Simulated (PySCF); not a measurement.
SMILES Oc1ccc(O[SiH3])s1 (C4H6O2SSi) at its GFN2-xTB optimised geometry (Å):

```
14

O      3.2281    -0.6731     0.0000
C      1.8784    -0.6731     0.0000
C      1.0697    -1.7599     0.0033
C     -0.3084    -1.4240     0.0045
C     -0.5416    -0.0885     0.0019
O     -1.7195     0.5217     0.0015
Si    -2.1261     2.1033    -0.0094
S      0.9576     0.8133     0.0000
H      3.5665     0.2290    -0.0171
H      1.4418    -2.7667     0.0048
H     -1.0997    -2.1504     0.0071
H     -1.5898     2.7493    -1.2074
H     -1.5857     2.7667     1.1781
H     -3.5665     1.9297    -0.0054
```

Calculation: PBE0/def2-TZVP (PySCF 2.14.0). Cells within 0.4 Å of a nucleus heavier than hydrogen are left out (blank, or x).

Map of the electron localisation function on the plane z = 0.0 Å:

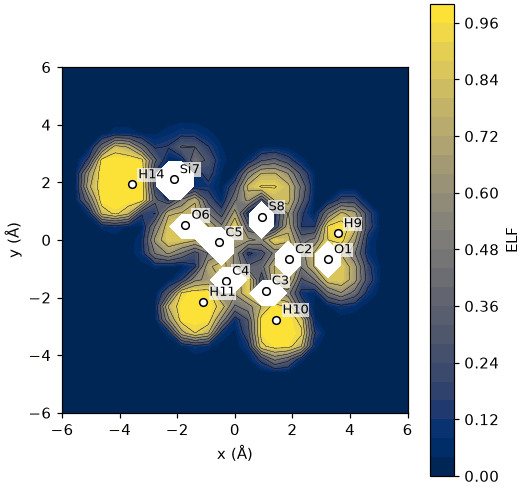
*Electron localisation function on the plane z = 0.0 Å.*
